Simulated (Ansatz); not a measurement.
**C3H7AlCl2O: basis-set convergence**

How large a basis does C3H7AlCl2O need? Two functionals are run in growing sets.

The runs use Ansatz 0.2.0, Gaussian basis; one geometry, several basis sets.

The runs, in order: PBE0-D4/def2-SVP; ωB97M-V/def2-SVP; PBE0-D4/def2-QZVPP; ωB97M-V/def2-QZVPP; the functionals' def2-TZVPP values are taken from earlier runs.

## (1) The relaxed structure

An earlier PBE0-D4 in a triple-zeta def2 set relaxation fixed the geometry.

14 atoms, charge 0, spin multiplicity 1.

Atoms are counted from 1 here; the program's logs count them from 0.

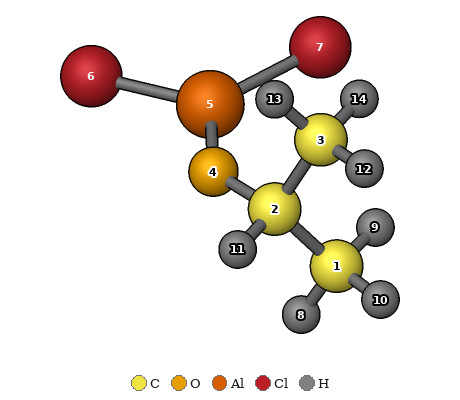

The structure; carbon yellow, oxygen amber, aluminium orange, chlorine red, hydrogen grey; atoms are numbered from 1 in the order of the file.

## (2) PBE0-D4 in def2-SVP

Contents of in.yaml:

```yaml
crystal:
  periodic: [false, false, false]
  atoms:
    - {symbol: C, position_ang: [-1.175786, -0.729783, 0.755018]}
    - {symbol: C, position_ang: [0.195082, -0.083834, 0.782853]}
    - {symbol: C, position_ang: [1.249472, -0.942913, 0.113820]}
    - {symbol: O, position_ang: [0.150279, 1.197033, 0.189507]}
    - {symbol: Al, position_ang: [-0.167955, 1.890955, -1.287181]}
    - {symbol: Cl, position_ang: [-0.041497, 3.953555, -1.457508]}
    - {symbol: Cl, position_ang: [-0.687406, 0.779393, -2.971238]}
    - {symbol: H, position_ang: [-1.914343, -0.080295, 1.229263]}
    - {symbol: H, position_ang: [-1.488306, -0.922361, -0.275790]}
    - {symbol: H, position_ang: [-1.165678, -1.682543, 1.289484]}
    - {symbol: H, position_ang: [0.485580, 0.077873, 1.828180]}
    - {symbol: H, position_ang: [1.345974, -1.904457, 0.623385]}
    - {symbol: H, position_ang: [2.220866, -0.444828, 0.138133]}
    - {symbol: H, position_ang: [0.980720, -1.136996, -0.928926]}
basis:
  gaussian: {orbitals: def2-SVP}
hamiltonian: {xc: pbe0, dispersion: d4}
output: {orbitals: {seedname: orbitals}}
```

Command:

```
$ ansatz run in.yaml --threads 4 --pin off --events-out ev --progress --plain --max-ram 11315MiB
```

Output:

```text
Functional definition: PBE0
  name "PBE0"
  cite "Adamo & Barone, J. Chem. Phys. 110, 6158 (1999) doi:10.1063/1.478522"
  cite "Perdew, Burke & Ernzerhof, Phys. Rev. Lett. 77, 3865 (1996) doi:10.1103/PhysRevLett.77.3865"
  parent pbe
  parameter a = 0.25
  parameter kappa = 0.804
  parameter beta = 0.06672455060314922
  exchange = (1 - a)*pbe_x(kappa = kappa, mu = beta*pi^2/3) + a*exact_x
  correlation = pbe_c(beta = beta)
1405 factors; integrals over basis functions are off by at most 1.3e-3 eV
mean field evaluation 1: about -36880.0748 eV, gradient 6.1e1 eV
mean field evaluation 2: about -36869.0648 eV, gradient 9.5e1 eV
mean field evaluation 4: about -36888.4495 eV, gradient 3.5e0 eV
mean field evaluation 8: about -36888.7909 eV, gradient 5.9e-1 eV
mean field evaluation 16: about -36888.7918 eV, gradient 5.0e-5 eV
mean field -36888.79182468 eV, -1355.6380954357 hartree, gradient 4.9e-5 eV, S^2 0.000000; 0 other end points of the search recorded, 0 dependent functions left out
reference -36888.79185672 eV, -1355.6380966133 hartree; 40, 40 occupied and 105, 105 virtual orbitals, 1405 factors
Total energy: -36889.11470796 eV, -1355.6499611776 hartree
```

It took 2.8 s on 4 threads of Arm Neoverse V1, shared host; peak memory 0.41 GiB.

## (3) ωB97M-V in def2-SVP

in.yaml, as its differences from that of step 2:

```diff
@@ -19,3 +19,3 @@
   gaussian: {orbitals: def2-SVP}
-hamiltonian: {xc: pbe0, dispersion: d4}
+hamiltonian: {xc: {name: wB97M-V}}
 output: {orbitals: {seedname: orbitals}}
```

Launched as before.

Output, cut to the lines that bear on the results:

```text
Functional definition: wB97M-V
  name "wB97M-V"
  cite "Mardirossian & Head-Gordon, J. Chem. Phys. 144, 214110 (2016) doi:10.1063/1.4952647"
  cite "Becke, J. Chem. Phys. 107, 8554 (1997) doi:10.1063/1.475007"
  cite "Vydrov & Van Voorhis, J. Chem. Phys. 133, 244103 (2010) doi:10.1063/1.3521275"
  # Of w^i u^j: cxij and so on, Table III.
[...]
  gx(w, u) = 1 - cx + cx01*u + cx10*w
  gss(w, u) = css00 + css04*u^4 + css10*w + css20*w^2 + css43*w^4*u^3
  gos(w, u) = cos00 + cos10*w + (cos20 + cos21*u)*w^2 + (cos60 + cos61*u)*w^6
[...]
      + integral(e_c_pw_mod_opposite_spin*gos(b97_w_opposite, b97_u_opposite)) + vv10(b, c)
1405 factors; integrals over basis functions are off by at most 1.3e-3 eV
378 factors; integrals over basis functions are off by at most 9.2e-6 eV
[...]
mean field -36902.29703927 eV, -1356.1344029178 hartree, gradient 2.1e-5 eV, S^2 0.000000; 0 other end points of the search recorded, 0 dependent functions left out
reference -36902.29708941 eV, -1356.1344047603 hartree; 40, 40 occupied and 105, 105 virtual orbitals, 1405 factors
Total energy: -36902.29708941 eV, -1356.1344047603 hartree
```

Wall time 11 s (4 threads of Arm Neoverse V1, shared host); peak memory 0.6 GiB.

## (4) PBE0-D4 in def2-QZVPP

in.yaml, as its differences from that of step 3:

```diff
@@ -18,4 +18,4 @@
 basis:
-  gaussian: {orbitals: def2-SVP}
-hamiltonian: {xc: {name: wB97M-V}}
+  gaussian: {orbitals: "def2-QZVPP.json"}
+hamiltonian: {xc: pbe0, dispersion: d4}
 output: {orbitals: {seedname: orbitals}}
```

The command is unchanged.

Output:

```text
Functional definition: PBE0
  name "PBE0"
  cite "Adamo & Barone, J. Chem. Phys. 110, 6158 (1999) doi:10.1063/1.478522"
  cite "Perdew, Burke & Ernzerhof, Phys. Rev. Lett. 77, 3865 (1996) doi:10.1103/PhysRevLett.77.3865"
  parent pbe
  parameter a = 0.25
  parameter kappa = 0.804
  parameter beta = 0.06672455060314922
  exchange = (1 - a)*pbe_x(kappa = kappa, mu = beta*pi^2/3) + a*exact_x
  correlation = pbe_c(beta = beta)
2274 factors; their error is unknown
mean field evaluation 1: about -36894.7037 eV, gradient 7.6e1 eV
mean field evaluation 2: about -36875.0793 eV, gradient 1.2e2 eV
mean field evaluation 4: about -36906.8390 eV, gradient 6.1e0 eV
mean field evaluation 8: about -36906.9169 eV, gradient 2.8e-1 eV
mean field evaluation 16: about -36906.9464 eV, gradient 3.1e-4 eV
mean field -36906.94641037 eV, -1356.3052641542 hartree, gradient 6.2e-5 eV, S^2 0.000000; 0 other end points of the search recorded, 0 dependent functions left out
reference -36906.94645634 eV, -1356.3052658438 hartree; 40, 40 occupied and 608, 608 virtual orbitals, 2274 factors
Total energy: -36907.26930758 eV, -1356.3171304081 hartree
```

Run time: 32 s. Hardware: 4 threads of Arm Neoverse V1, shared host; peak memory 3.6 GiB.

## (5) ωB97M-V in def2-QZVPP

in.yaml, as its differences from that of step 4:

```diff
@@ -19,3 +19,3 @@
   gaussian: {orbitals: "def2-QZVPP.json"}
-hamiltonian: {xc: pbe0, dispersion: d4}
+hamiltonian: {xc: {name: wB97M-V}}
 output: {orbitals: {seedname: orbitals}}
```

The command is unchanged.

Output, cut to the lines that bear on the results:

```text
Functional definition: wB97M-V
  name "wB97M-V"
  cite "Mardirossian & Head-Gordon, J. Chem. Phys. 144, 214110 (2016) doi:10.1063/1.4952647"
  cite "Becke, J. Chem. Phys. 107, 8554 (1997) doi:10.1063/1.475007"
  cite "Vydrov & Van Voorhis, J. Chem. Phys. 133, 244103 (2010) doi:10.1063/1.3521275"
  # Of w^i u^j: cxij and so on, Table III.
[...]
  gx(w, u) = 1 - cx + cx01*u + cx10*w
  gss(w, u) = css00 + css04*u^4 + css10*w + css20*w^2 + css43*w^4*u^3
  gos(w, u) = cos00 + cos10*w + (cos20 + cos21*u)*w^2 + (cos60 + cos61*u)*w^6
[...]
      + integral(e_c_pw_mod_opposite_spin*gos(b97_w_opposite, b97_u_opposite)) + vv10(b, c)
2199 factors; their error is unknown
505 factors; integrals over basis functions are off by at most 2.0e-5 eV
[...]
mean field -36920.54297348 eV, -1356.8049286326 hartree, gradient 3.4e-5 eV, S^2 0.000000; 0 other end points of the search recorded, 0 dependent functions left out
reference -36920.54304638 eV, -1356.8049313115 hartree; 40, 40 occupied and 608, 608 virtual orbitals, 2199 factors
Total energy: -36920.54304638 eV, -1356.8049313115 hartree
```

Wall time 63 s (4 threads of Arm Neoverse V1, shared host); peak memory 4.2 GiB.

## (6) Functionals by basis

The def2-TZVPP values come from earlier runs at the same geometry.

| functional | basis | functions | energy (eV) | from the largest (eV) | HOMO (eV) | LUMO (eV) |
| --- | --- | --- | --- | --- | --- | --- |
| PBE0-D4 | def2-SVP | 145 | -36889.1147 | 18.155 | -8.38 | -0.53 |
| PBE0-D4 | def2-TZVPP | 348 | -36906.0279 | 1.241 | -8.46 | -0.73 |
| PBE0-D4 | def2-QZVPP | 648 | -36907.2693 | 0.000 | -8.49 | -0.88 |
| ωB97M-V | def2-SVP | 145 | -36902.2971 | 18.246 | -10.68 | 1.19 |
| ωB97M-V | def2-TZVPP | 348 | -36919.3572 | 1.186 | -10.81 | 0.95 |
| ωB97M-V | def2-QZVPP | 648 | -36920.5430 | 0.000 | -10.83 | 0.61 |

## (7) What came out

| quantity | value |
| --- | --- |
| PBE0-D4: double and triple zeta above quadruple | 18.15, 1.24 eV |
| ωB97M-V: double and triple zeta above quadruple | 18.25, 1.19 eV |

**Reading.** PBE0-D4 gains 16.91 eV from double to triple zeta, then 1.24 eV more. Total energies overstate the basis error of differences, where much of it tends to cancel. The LUMO of ωB97M-V is positive and keeps falling with the basis (1.19 to 0.61 eV): an unbound level that the basis holds in place.

For PBE0-D4 the largest set took about 11 times as long as the smallest (32 s against 2.8 s).
